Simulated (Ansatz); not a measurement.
The parent structure is NaCl in the rock salt structure (space group Fm-3m, No. 225; a = 5.601 Å).

The change: cell and atoms relaxed at a pressure of 3 GPa.

Level of theory: Kohn–Sham DFT with the PBEsol functional, run in Ansatz (a quantum-chemistry and plane-wave program) with PAW and 420 eV plane waves, no SOC.

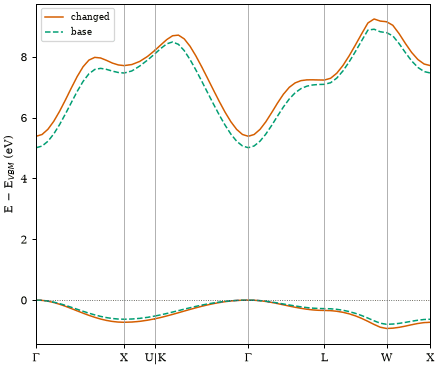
Figure: Highest valence and lowest conduction band along the path, each from its own valence-band maximum

The gap is 5.39 eV, direct at Γ; the base has 5.01 eV.

Load acts through the strain it causes; cell and atoms are relaxed under it. Stability against distortions was not tested.
